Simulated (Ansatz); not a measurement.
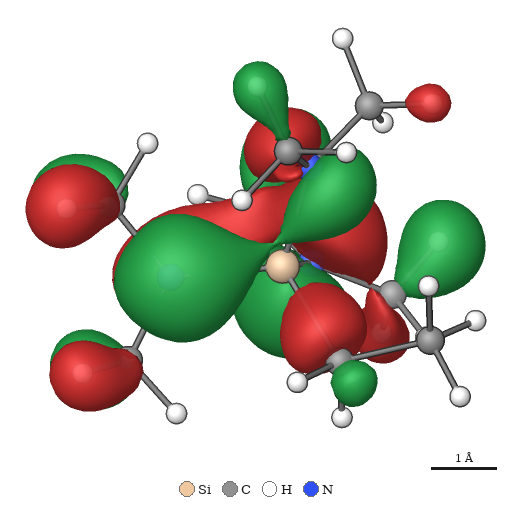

C₈H₂₃N₃Si (SiEt(NMe2)3). The HOMO at ±0.08 Å⁻³ᐟ² (green and red are the two phases), seen from one side.

Geometry: PBE-D4/def2-SVP; not at a stationary point (largest force 0.6 eV/Å).

The calculation used Ansatz 0.2.0, RKS PBE0-D4/def2-TZVP.

```tsv
atom	x (Å)	y (Å)	z (Å)
Si	-0.1522	0.0979	0.2053
C	-0.0722	0.0906	2.1063
C	1.1337	-0.6682	2.6838
H	-1.0234	-0.3030	2.5282
H	-0.0262	1.1562	2.4220
H	1.1693	-0.6085	3.7918
H	1.1193	-1.7458	2.4165
H	2.0909	-0.2609	2.2984
N	1.4501	0.1282	-0.5208
C	2.3474	1.2425	-0.2967
C	2.0792	-1.0328	-1.1095
H	3.1935	0.9848	0.3901
H	1.7984	2.0968	0.1497
H	2.8072	1.6043	-1.2491
H	1.3376	-1.8448	-1.2430
H	2.5154	-0.8026	-2.1130
H	2.9142	-1.4368	-0.4820
N	-0.9288	1.5763	-0.3333
C	-2.0944	2.0995	0.3475
C	-0.6726	2.1997	-1.6144
H	-2.0015	3.1957	0.5418
H	-2.2404	1.6016	1.3270
H	-3.0359	1.9542	-0.2395
H	0.2039	1.7260	-2.0982
H	-1.5410	2.1106	-2.3154
H	-0.4602	3.2917	-1.5078
N	-1.0145	-1.3330	-0.3363
C	-1.0668	-2.5867	0.3827
C	-1.5265	-1.4101	-1.6893
H	-2.1045	-2.9994	0.4014
H	-0.7463	-2.4570	1.4348
H	-0.4156	-3.3796	-0.0676
H	-1.5432	-0.4054	-2.1562
H	-0.9212	-2.0802	-2.3519
H	-2.5721	-1.8019	-1.7033
```

### Where does this orbital lie, and at what energy?

It lies mainly on N18 (about 25 %), N27 (about 25 %) and Si1 (about 5 %). Its energy is −5.89 eV.
